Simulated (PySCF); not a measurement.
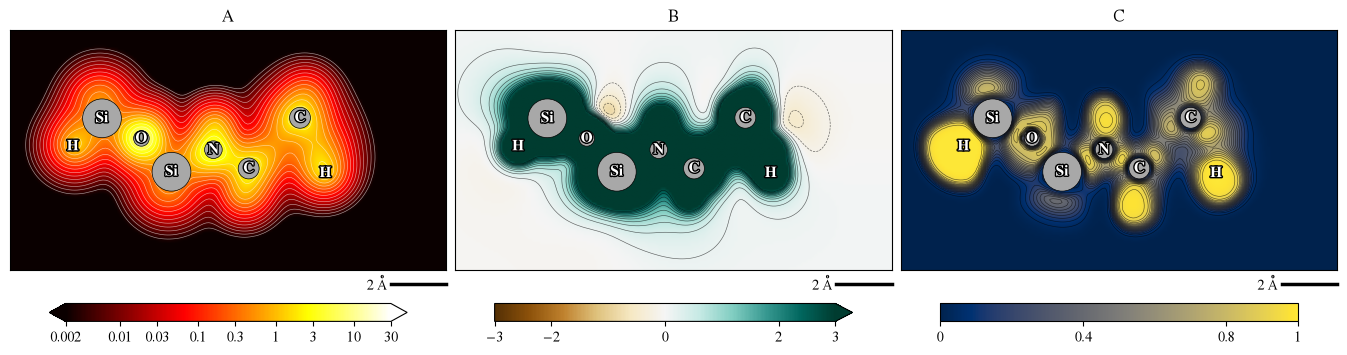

C4H13NOSi2 (SMILES [SiH3]O[SiH2]NCC1CC1): 3 fields on the plane of atoms Si3, N4 and C5, with unlabelled colour scales. Grey discs cover the atomic cores.

Geometry: GFN2-xTB.

All numbers below come from PySCF, PBE0/pcSseg-1, SCF density, gas phase, non-relativistic.

Q: Which field does each panel show? The fields are: electron density, electron localisation function and electrostatic potential.

A: Panel A: electron density. Panel B: electrostatic potential (strongly positive close to the atoms, with negative regions outside electron-rich atoms). Panel C: electron localisation function. From the grid: C–N (1.44 Å): ρ at the midpoint is about 1.9 e/Å³; the ELF peaks at about 0.95 between the atoms, as expected for localised, covalent bonding. Si–O (1.61 Å): the density is about 1.2 e/Å³ at the midpoint; the ELF peaks at about 0.85 between the atoms (a short, strongly polar bond).
